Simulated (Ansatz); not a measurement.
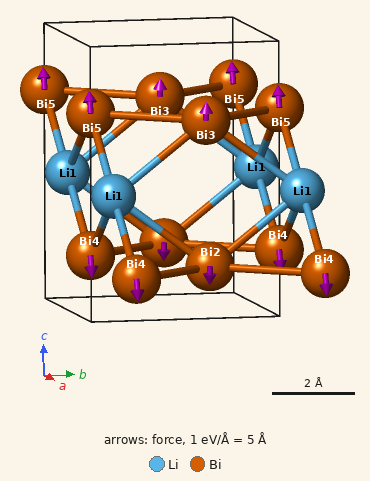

Starting geometry of a crystal of LiBi₄ (a generated structure, set up in P2/m) with the computed forces as purple arrows. The picture is a ball-and-stick view of the cell of the calculation, repeated 2 × 1 × 1 with one cell outlined, seen slightly off an axis.

Computed with DFT PBE, scalar-relativistic, plane waves, PAW in Ansatz. Set-up: plane-wave cutoff 420 eV; k-point mesh 8 × 8 × 6; occupations gaussian; smearing width 0.1 eV; no spin polarisation; cell and atoms relaxed; force threshold 0.01 eV/Å; at most 80 steps.

> Is this structure relaxed? If not, where do the atoms go?

It isn't relaxed: the largest force vector, on Bi atoms, is 0.12 eV/Å. The atoms end up moving mostly along the starting forces (cosine between the two patterns 0.93). Over 3 accepted moves (4 points after the start) the energy falls by 2.0 meV per atom. The largest force component goes from 0.11 to 0.0033 eV/Å. Pressure: 0.15 GPa at the start and 0.00 GPa at the end. At 1 point the geometry stayed and the basis and grid were re-selected for the new cell (energy shift of less than 0.05 meV per atom at most each time). The largest moves relative to the cell, 0.053 Å, are those of Bi4 and Bi5. Bi4 goes along [2 0 −3]. Li stays in place. The volume changes by +0.7 %, with a unchanged at 4.789 Å, b 4.775 → 4.765 Å (−0.2 %), c 6.810 → 6.871 Å (+0.9 %). Among the contacts that change: Bi4–Bi5 3.289 → 3.223 Å, Li1–Bi4 2.963 → 3.019 Å, Bi2–Bi3 3.249 → 3.199 Å, Li1–Bi2 2.990 → 3.022 Å. Bond angles that change, for instance: Li1–Bi5–Bi4 123.7° → 125.9°. The space group stays P2/m (No. 10).
